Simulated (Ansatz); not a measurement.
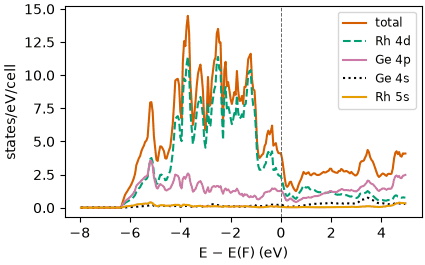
Fig. 1. Total and projected density of states of GeRh in space group Pnma (No. 62; Ge on 4c, Rh on 4c), plane-wave PAW r²SCAN (Ansatz code)

Question: Which orbitals carry the states next to the Fermi level?

Answer: Within 0.5 eV of the Fermi level: Rh 4d 62 %, Ge 4p 29 %. Projections are on Löwdin-orthogonalised atomic valence shells; empty p or d shells of many metals are not among them.

Question: Where is the tallest occupied peak in this window, and what makes it?

Answer: Near -3.7 eV, about 14 states/eV per cell; the largest projected share is Rh 4d.

The workflow started from a Materials Project entry (that database holds measured and hypothetical structures alike); the Crystallography Open Database files this formula in space group No. 62, but the cells were not matched. Its standing as an ambient phase is unchecked. The r²SCAN relaxation kept the symmetry of its start; its stability against distortions is not shown here. No spin polarisation was allowed. Scalar-relativistic: spin–orbit coupling is off unless named, which matters more the heavier the elements.

Potentials: the later of the program's two PAW sets.
